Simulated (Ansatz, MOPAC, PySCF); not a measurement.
HCl (SMILES Cl) and H2 (SMILES [H][H]) are pulled apart as rigid monomers along the line of their centres of mass, from the B3LYP-D3(BJ)/def2-TZVP minimum. Starting geometry (charge 0, multiplicity 1):
```xyz
4

Cl    -0.118    -0.588    -0.721
H     -0.074    -0.402     0.547
H     -0.353     0.027     2.801
H      0.366    -0.170     2.804
```

Interaction energies with rigid monomers; basis-set methods are counterpoise corrected unless marked otherwise.

The state that PM6, PM7 reach isn't checked; PM7 holds dispersion and hydrogen-bond terms.

Run with Ansatz (an electronic-structure program) with Gaussian orbitals; MOPAC for PM6, PM7 (differences of heats of formation); PySCF for the dispersion terms. Values without a source in brackets are computed.

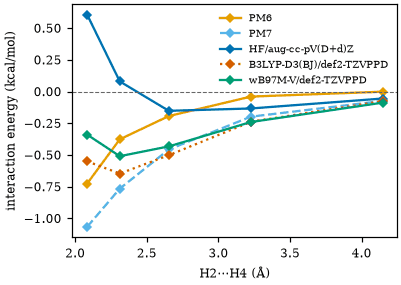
Figure. Interaction energy against separation

Task: Which level binds most strongly at H2···H4 = 2.31, and by how much?

Result: PM7, -0.8 kcal/mol.
